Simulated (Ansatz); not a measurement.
**B3LYP/cc-pVDZ run of SiCNCl2F (SMILES N#C[Si](F)(Cl)Cl)**

Aim: the energy change on altering one bond length of SiCNCl2F at B3LYP/cc-pVDZ, from 2 runs. 

The calculation is run with Ansatz 0.2.0.

136 further runs of the same task are left out: 6 that didn't finish, 130 set aside as unsound or not needed. Runs told in other sessions of the task aren't counted.

### Step 1. The structure to begin with

The species is SiCNCl2F (6 atoms), meant as a singlet with charge 0. SMILES: `N#C[Si](F)(Cl)Cl`. Geometry: relaxed at PBE0-D4/def2-TZVP.

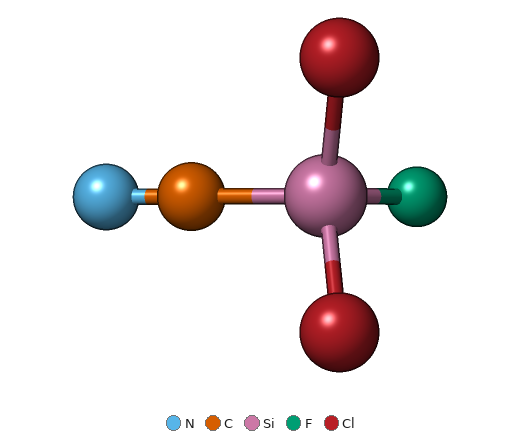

The structure, seen from a chosen angle (nitrogen blue, carbon orange, silicon pink, fluorine teal, chlorine red).

### Step 2. The energy at B3LYP/cc-pVDZ

The input, input.yaml:

```yaml
crystal:
  periodic: [false, false, false]
  atoms:
    - {symbol: N, position_ang: [1.752600, -1.361000, 1.114200]}
    - {symbol: C, position_ang: [0.923100, -0.763300, 0.585900]}
    - {symbol: Si, position_ang: [-0.381900, 0.210300, -0.249400]}
    - {symbol: F, position_ang: [-1.471500, -0.801900, -0.758800]}
    - {symbol: Cl, position_ang: [0.422900, 1.177100, -1.812500]}
    - {symbol: Cl, position_ang: [-1.203100, 1.474700, 1.074300]}
basis:
  gaussian: {orbitals: cc-pVDZ}
hamiltonian: {xc: {name: B3LYP}}
accuracy: high
output: {orbitals: {seedname: orbitals}}
```

Command:

```
$ ansatz run input.yaml --threads 1 --pin off --max-ram 3480MiB --events-out events.jsonl --progress --plain --runs-dir runs
```

Log:

```text
Warning: RAYON_NUM_THREADS=1 ignored (pool sized by the plan → 1); use --threads N
Functional definition: B3LYP
  name "B3LYP"
  parameter a0 = 0.2
  parameter ax = 0.72
  parameter ac = 0.81
  exchange = (1 - a0 - ax)*slater_x + ax*b88_x + a0*exact_x
  correlation = (1 - ac)*vwn_rpa_c + ac*lyp_c
2106 factors; integrals over basis functions are off by at most 3.2e-9 eV
mean field evaluation 1: about -38167.1213 eV, gradient 4.7e1 eV
mean field evaluation 2: about -38156.5392 eV, gradient 8.4e1 eV
mean field evaluation 4: about -38171.6318 eV, gradient 4.8e0 eV
mean field evaluation 8: about -38171.8568 eV, gradient 7.9e-1 eV
mean field evaluation 16: about -38171.8583 eV, gradient 2.1e-5 eV
mean field -38171.85834768 eV, -1402.7899204622 hartree, gradient 1.5e-8 eV, S^2 0.000000; 0 other end points of the search recorded, 0 dependent functions left out
reference -38171.85838604 eV, -1402.7899218720 hartree; 35, 35 occupied and 61, 61 virtual orbitals, 2106 factors
Total energy: -38171.85838604 eV, -1402.7899218720 hartree
```

It took 14 s on 1 thread of Arm Neoverse V1, shared host; peak memory 0.38 GiB.

### Step 3. The distorted shape, same level

The input, run.yaml:

```yaml
crystal:
  periodic: [false, false, false]
  atoms:
    - {symbol: "N", position_ang: [1.108776, -2.134420, 2.364648]}
    - {symbol: C, position_ang: [0.279276, -1.536720, 1.836348]}
    - {symbol: Si, position_ang: [-1.025724, -0.563120, 1.001048]}
    - {symbol: F, position_ang: [-2.115324, -1.575320, 0.491648]}
    - {symbol: Cl, position_ang: [0.422900, 1.177100, -1.812500]}
    - {symbol: Cl, position_ang: [-1.846924, 0.701280, 2.324748]}
basis:
  gaussian:
    orbitals: cc-pVDZ
hamiltonian:
  xc: {name: B3LYP}
accuracy: high
output: {orbitals: {seedname: orbitals}}
```

Command:

```
$ ansatz run run.yaml --threads 1 --pin off --max-ram 3480MiB --events-out events.jsonl --progress --plain --runs-dir runs
```

Log (excerpt; [...] marks lines left out):

```text
Warning: RAYON_NUM_THREADS=1 ignored (pool sized by the plan → 1); use --threads N
[... 7 set-up lines as earlier in the session ...]
2045 factors; integrals over basis functions are off by at most 2.9e-9 eV
mean field evaluation 1: about -38159.0703 eV, gradient 5.3e1 eV
mean field evaluation 2: about -37948.2531 eV, gradient 1.8e2 eV
mean field evaluation 4: about -38158.4418 eV, gradient 4.2e1 eV
mean field evaluation 8: about -38167.6390 eV, gradient 1.3e0 eV
mean field evaluation 16: about -38167.8016 eV, gradient 2.1e-3 eV
mean field -38167.80162546 eV, -1402.6408386707 hartree, gradient 1.2e-8 eV, S^2 0.000000; 0 other end points of the search recorded, 0 dependent functions left out
reference -38167.80166838 eV, -1402.6408402478 hartree; 35, 35 occupied and 61, 61 virtual orbitals, 2045 factors
Total energy: -38167.80166838 eV, -1402.6408402478 hartree
```

Run time: 13 s. Hardware: 1 thread of Arm Neoverse V1, shared host; peak memory 0.37 GiB.

### Step 4. Summary of results

Level: B3LYP/cc-pVDZ.

| quantity | value |
| --- | --- |
| first shape: total energy | -1402.78992 Eh |
| first shape: HOMO energy | -9.73 eV |
| first shape: LUMO energy | -1.37 eV |
| first shape: HOMO–LUMO gap | 8.36 eV |
| distorted shape: total energy | -1402.64084 Eh |
| distorted shape: HOMO energy | -7.64 eV |
| distorted shape: LUMO energy | -5.88 eV |
| distorted shape: HOMO–LUMO gap | 1.77 eV |
| energy change with the Si3–Cl5 bond stretched from 2.006 to 3.611 Å | 4.057 eV |

In words: One bond (distorted shape) is far stretched, which a spin-restricted single reference describes badly; a broken-symmetry solution may lie lower. With the Si3–Cl5 bond stretched from 2.006 to 3.611 Å the energy rises by 4.06 eV (94 kcal/mol). The first shape isn't relaxed at this level, so the change isn't measured from a minimum. A restricted reference can't describe the breaking bond well at this length.
